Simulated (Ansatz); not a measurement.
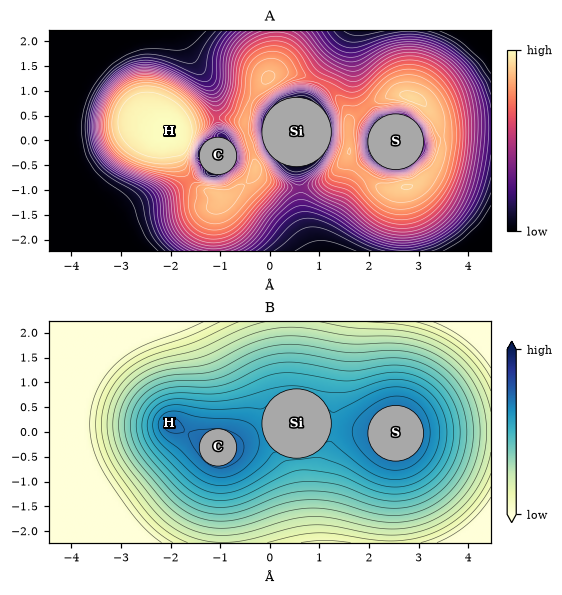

CHSSi (charge −1): 2 fields on the molecular plane, with unlabelled colour scales. Grey discs cover the atomic cores.

The highest occupied orbital lies above zero, a sign that basis and functional describe the outermost electron poorly.

Computed with RKS LDA/def2-SVP in Ansatz.

Which field does each panel show? The fields are: electron density and electron localisation function.

Answer. Panel A: electron localisation function. Panel B: electron density. From the grid: C–Si (1.66 Å): ρ is about 1.1 e/Å³ halfway; the ELF peaks at about 0.85 between the atoms, as expected for a covalent bond. Si–S (2.01 Å): ρ is about 0.91 e/Å³ halfway; the ELF peaks at about 0.85 between the atoms: a covalent bond.
